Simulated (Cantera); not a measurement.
A closed system holds: 1 mol Si3N4, 47 mol Cl2, a varied amount of H2, equilibrated at 1373 K and 81.0 Pa.

Equilibrium computed with Cantera from the NASA thermochemical tables; the gas is ideal and each condensed phase is pure. Candidate condensed phases: NH4Cl, Si, Si3N4; 28 gas species. The tables' values for SiCl3 are old estimates; treat these amounts as uncertain. Equilibrium is a limit: real reactors are often held back by kinetics, nucleation or transport.

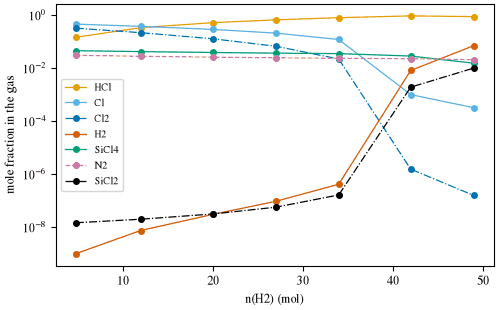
*Equilibrium gas composition (values under 1e-9 drawn at 1e-9)*

Question: Read off the mole fractions at 27 mol H2.

Answer: HCl about 0.66, Cl about 0.21, Cl2 about 0.067, SiCl4 about 0.037, N2 about 0.025, H2 about 9.4e-8, SiCl2 about 5.7e-8.
